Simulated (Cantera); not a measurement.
A closed system holds: 1 mol FeS, 0.17 mol SO3, 0.52 mol CO2, 2 mol O2, held at 7.50 Torr.

These are equilibrium values from Cantera (NASA tables, ideal gas, pure condensed phases), not measurements of a reactor. Candidate condensed phases: C, Fe, Fe(CO)5, FeO, FeS, FeSO4, FeS2, Fe2O3, Fe2(SO4)3, Fe3O4, S; 25 gas species. The tables' stoichiometric FeO is somewhat more stable than real wüstite, so its field is too wide. FeO: taken at fixed stoichiometry. The numbers say what is thermodynamically allowed, not how fast it happens.

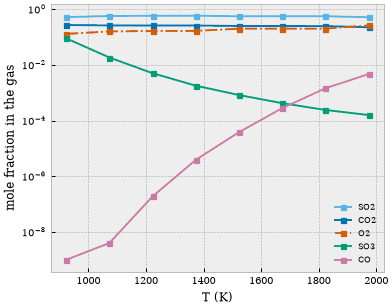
Equilibrium gas composition (values under 1e-9 drawn at 1e-9)

From 923 K to 1373 K the condensed part is Fe2O3(s). From 1523 K to 1823 K the condensed part is Fe3O4(s). At 1973 K the condensed part is FeO(l).
